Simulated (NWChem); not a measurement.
**C2H4ClF (1-chloro-2-fluoroethane) at 4 levels**

Aim: a comparison of 4 runs (PBE/6-311+G**, SVWN5/6-311+G**, r2SCAN/6-311+G**, CCSD(T)/6-311+G**) of C2H4ClF (1-chloro-2-fluoroethane). 

Program for the calculation: NWChem 7.3.0.

### 1 The molecule

The species is C2H4ClF (8 atoms), meant as a singlet with charge 0. SMILES: `FCCCl`. Geometry: relaxed at PBE0-D4/def2-TZVP. This is one conformer, not always the lowest.

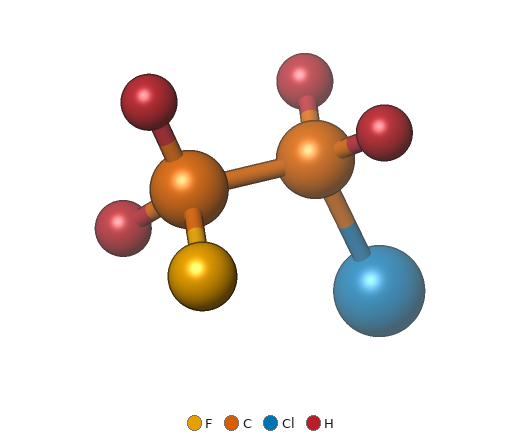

Viewed from a chosen angle; fluorine amber, carbon orange, chlorine blue, hydrogen red.

### 2 Energy and forces at PBE/6-311+G(d,p) (run 1)

c2h4clf.nw

```
start c2h4clf
title "C2H4ClF PBE"
memory total 2200 mb
charge 0
geometry noautosym nocenter noautoz
 F    -1.336980    0.498150    1.030500
 C    -0.143560    0.671020    0.368890
 C     0.300450   -0.609920   -0.275720
 Cl   -0.759330   -1.087620   -1.620890
 H    -0.273910    1.462220   -0.374180
 H     0.609620    0.981160    1.102570
 H     0.296790   -1.425630    0.446820
 H     1.306920   -0.489380   -0.677980
end
basis spherical bse
 * library 6-311+G**
end
dft
 xc xpbe96 cpbe96
 grid fine
 convergence energy 1e-08
 iterations 100
 mulliken
 print medium
end
task dft gradient
```

On the command line:

```bash
nwchem c2h4clf.nw > c2h4clf.out
```

Standard output:

```text
[...]
          Wavefunction type:  closed shell.
          No. of atoms     :     8
          No. of electrons :    42
[...]
          Charge           :     0
          Spin multiplicity:     1
[...]
          AO basis - number of functions:   120
[...]
              XC Information
              --------------
          PerdewBurkeErnzerhof Exchange Functional  1.000
            Perdew 1991 LDA Correlation Functional  1.000 local
           PerdewBurkeErnz. Correlation Functional  1.000 non-local
[...]
 d= 0,ls=0.0,diis     1   -638.2398198272 -8.00D+02  1.29D-02  1.58D+00     2.6
[...]
 d= 0,ls=0.0,diis    11   -638.3304827515 -3.82D-09  2.21D-07  1.64D-09    22.3
         Total DFT energy =     -638.330482751485
      One electron energy =    -1200.964019037138
           Coulomb energy =      451.616104988802
    Exchange-Corr. energy =      -50.654587794022
 Nuclear repulsion energy =      161.672019090873
[...]
      Total Density - Mulliken Population Analysis
     ---------------------------------------------
    Atom       Charge   Shell Charges
 -----------   ------   -------------------------------------------------------
    1 F    9     9.12   1.08  0.92  1.18  1.09  2.33  0.88  1.65 -0.06  0.05  0.00
    2 C    6     6.30   1.10  0.88  0.62  0.77  1.50  0.43  0.66  0.17  0.05  0.11
    3 C    6     6.57   1.10  0.88  0.63  0.77  1.53  0.53  0.90  0.10  0.05  0.07
    4 Cl  17    16.84   0.78  1.19  0.89  1.09  1.02  1.03  7.42 -1.52  1.09  2.92  1.18 -0.18 -0.09  0.03
    5 H    1     0.81   0.28  0.46  0.05  0.02
    6 H    1     0.83   0.28  0.47  0.06  0.02
    7 H    1     0.76   0.27  0.45  0.02  0.02
    8 H    1     0.77   0.27  0.45  0.03  0.02
[...]
  wavefunction    = closed shell
                         DFT ENERGY GRADIENTS
    atom               coordinates                        gradient
                 x          y          z           x          y          z
   1 F      -2.526526   0.941367   1.947363    0.015123   0.001298  -0.008733
   2 C      -0.271289   1.268044   0.697101   -0.008866  -0.001254   0.004231
   3 C       0.567768  -1.152582  -0.521035   -0.003217  -0.000930  -0.002773
   4 Cl     -1.434926  -2.055304  -3.063038    0.006822   0.003919   0.009378
   5 H      -0.517615   2.763195  -0.707098    0.000402  -0.004629   0.003909
   6 H       1.152015   1.854124   2.083555   -0.004340  -0.001882  -0.003809
   7 H       0.560852  -2.694050   0.844367   -0.000334   0.004149  -0.003961
   8 H       2.469721  -0.924794  -1.281196   -0.005590  -0.000670   0.001759
[...]
```

It took 29 s on 1 thread of Intel Xeon 6975P-C (Granite Rapids), shared host; peak memory 0.13 GiB.

### 3 Energy and forces at SVWN5/6-311+G(d,p) (run 2)

a.nw

```
start a
title "C2H4ClF"
memory stack 880 mb heap 220 mb global 1100 mb
charge 0

geometry noautosym nocenter noautoz
  F       -1.336980       0.498150       1.030500
  C       -0.143560       0.671020       0.368890
  C        0.300450      -0.609920      -0.275720
  Cl      -0.759330      -1.087620      -1.620890
  H       -0.273910       1.462220      -0.374180
  H        0.609620       0.981160       1.102570
  H        0.296790      -1.425630       0.446820
  H        1.306920      -0.489380      -0.677980
end

basis spherical bse
  * library 6-311+G**
end

dft
  xc slater vwn_5
  mult 1
  grid fine
  convergence energy 1e-08
  iterations 100
  mulliken
  print medium
end

task dft gradient
```

On the command line:

```bash
nwchem a.nw > a.out
```

Standard output:

```text
[...]
          Wavefunction type:  closed shell.
          No. of atoms     :     8
          No. of electrons :    42
[...]
          Charge           :     0
          Spin multiplicity:     1
[...]
          AO basis - number of functions:   120
[...]
              XC Information
              --------------
                        Slater Exchange Functional  1.000 local
                      VWN V Correlation Functional  1.000 local
[...]
 d= 0,ls=0.0,diis     1   -635.7617450974 -7.97D+02  1.36D-02  4.39D+00     2.0
[...]
 d= 0,ls=0.0,diis    11   -635.8714935175 -4.14D-09  4.50D-07  6.76D-09    16.0
         Total DFT energy =     -635.871493517496
      One electron energy =    -1200.681637713142
           Coulomb energy =      451.208696318196
    Exchange-Corr. energy =      -48.070571213423
 Nuclear repulsion energy =      161.672019090873
[...]
      Total Density - Mulliken Population Analysis
     ---------------------------------------------
    Atom       Charge   Shell Charges
 -----------   ------   -------------------------------------------------------
    1 F    9     9.11   1.07  0.93  1.19  1.07  2.30  0.89  1.67 -0.05  0.04  0.00
    2 C    6     6.35   1.09  0.90  0.64  0.76  1.48  0.46  0.73  0.15  0.04  0.11
    3 C    6     6.64   1.09  0.90  0.65  0.75  1.51  0.56  0.98  0.09  0.05  0.06
    4 Cl  17    16.84   0.77  1.19  0.88  1.11  1.02  1.01  7.44 -1.53  1.12  2.84  1.23 -0.15 -0.11  0.03
    5 H    1     0.78   0.26  0.45  0.05  0.02
    6 H    1     0.80   0.26  0.46  0.06  0.02
    7 H    1     0.73   0.26  0.43  0.02  0.02
    8 H    1     0.74   0.26  0.44  0.03  0.02
[...]
  wavefunction    = closed shell
                         DFT ENERGY GRADIENTS
    atom               coordinates                        gradient
                 x          y          z           x          y          z
   1 F      -2.526526   0.941367   1.947363    0.001913   0.000717  -0.000608
   2 C      -0.271289   1.268044   0.697101    0.000797   0.011300   0.002366
   3 C       0.567768  -1.152582  -0.521035    0.006809  -0.008868  -0.000702
   4 Cl     -1.434926  -2.055304  -3.063038    0.001537   0.000058   0.001140
   5 H      -0.517615   2.763195  -0.707098    0.000945  -0.005346   0.005475
   6 H       1.152015   1.854124   2.083555   -0.005236  -0.001931  -0.004747
   7 H       0.560852  -2.694050   0.844367    0.000151   0.005189  -0.005292
   8 H       2.469721  -0.924794  -1.281196   -0.006916  -0.001119   0.002367
[...]
```

It took 23 s on 1 thread of Intel Xeon 6975P-C (Granite Rapids), shared host; peak memory 0.12 GiB.

Run 3 isn't shown in full; the table further down has it.

### 4 The energy at CCSD(T)/6-311+G(d,p) (run 4)

geom.nw

```
start geom
title "C2H4ClF"
memory total 2200 mb
charge 0

geometry units angstroms noautosym nocenter noautoz
F    -1.336980    0.498150    1.030500
C    -0.143560    0.671020    0.368890
C     0.300450   -0.609920   -0.275720
Cl   -0.759330   -1.087620   -1.620890
H    -0.273910    1.462220   -0.374180
H     0.609620    0.981160    1.102570
H     0.296790   -1.425630    0.446820
H     1.306920   -0.489380   -0.677980
end

basis spherical bse
* library 6-311+G**
end

scf
thresh 1e-08
maxiter 80
end

ccsd
freeze core 8
maxiter 60
end

task ccsd(t) energy
```

On the command line:

```bash
nwchem geom.nw > geom.out
```

Standard output:

```text
[...]
  functions       =   120
[...]
  wavefunction    = RHF
[...]
         Total SCF energy =   -637.056999885222
      One-electron energy =  -1200.822324174624
      Two-electron energy =    402.093305198529
 Nuclear repulsion energy =    161.672019090873
        Time for solution =     23.2s
[...]
 Total MP2 energy:           -637.700877517876393
[...]
             energy      energy      error      ampl     ampl      Block
                                                time     time      time
[...]
 Total CCSD energy:           -637.737705949635256
[...]
 Total CCSD+T(CCSD) energy:           -637.758539831609710
[...]
 Total CCSD(T) energy:                -637.757542637606775
[...]
```

Run time: 4.8 min. Hardware: 1 thread of Intel Xeon 6975P-C (Granite Rapids), shared host; peak memory 0.53 GiB.

### 5 All runs side by side

| run | level | task | integration grid | energy (Eh) | dipole moment (D) of the reference | HOMO energy (eV) | LUMO energy (eV) | wall time |
| --- | --- | --- | --- | --- | --- | --- | --- | --- |
| 1 | PBE/6-311+G** | gradient | fine | -638.330483 | 2.78 | -7.24 | -0.66 | 29 s |
| 2 | SVWN5/6-311+G** | gradient | fine | -635.871494 | 2.84 | -7.35 | -0.82 | 23 s |
| 3 | r2SCAN/6-311+G** | gradient | fine | -638.598579 | 2.89 | -7.56 | -0.24 | 33 s |
| 4 | CCSD(T)/6-311+G** | energy | – | -637.757543 | – | -12.05 | 1.75 | 4.8 min |

### 6 Results

| quantity | value |
| --- | --- |
| run 4: total energy | -637.75754 Eh |
| run 4: HOMO energy (Hartree–Fock orbitals) | -12.05 eV |
| run 4: LUMO energy (Hartree–Fock orbitals) | 1.75 eV |
| run 4: HOMO–LUMO gap (Hartree–Fock orbitals) | 13.79 eV |
| run 4: correlation energy (8 core orbitals frozen) | -700.5 mEh |
| run 4: (T) correction | -19.84 mEh |

What this shows: Over runs 1, 2, 3 the dipole moment (its size) runs from 2.78 D (PBE/6-311+G**) to 2.89 D (r2SCAN/6-311+G**). Over runs 1, 2, 3 the HOMO–LUMO gap runs from 6.53 eV (SVWN5/6-311+G**) to 7.32 eV (r2SCAN/6-311+G**). Totals of different functionals can't be ranked against each other. All runs together took 6.3 min, the longest 4.8 min.
